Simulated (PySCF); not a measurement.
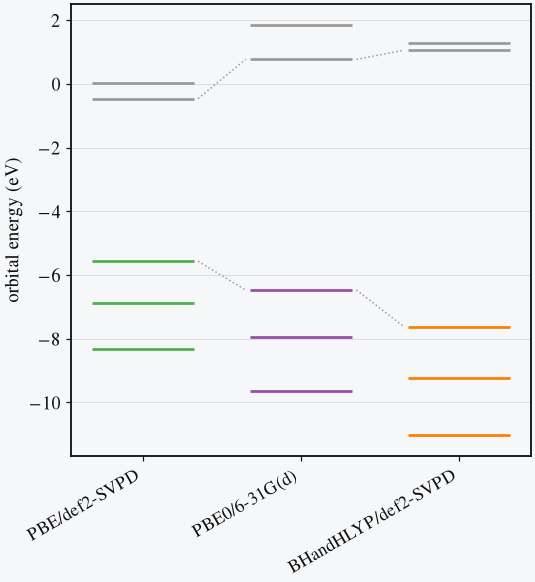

Frontier orbital energies of C₃H₈Si, SMILES C[C@H]1C[SiH2]1 at one geometry, PySCF, at a PBE0-D3(BJ)/def2-SVP geometry (no frequency check). Empty levels are grey, levels within 0.1 eV stand side by side; all columns show the same few orbitals around the gap. Dotted lines join the HOMOs and the LUMOs.

How do the frontier levels move from column to column?

The separation grows from 5.10 eV (PBE/def2-SVPD) to 8.68 eV (BHandHLYP/def2-SVPD).

```
              level  HOMO (eV)  LUMO (eV)  separation (eV)
      PBE/def2-SVPD      −5.57      −0.47             5.10
      PBE0/6-31G(d)      −6.47       0.76             7.24
BHandHLYP/def2-SVPD      −7.62       1.06             8.68
```

Limits of at least one run: empty levels above zero depend strongly on the basis.
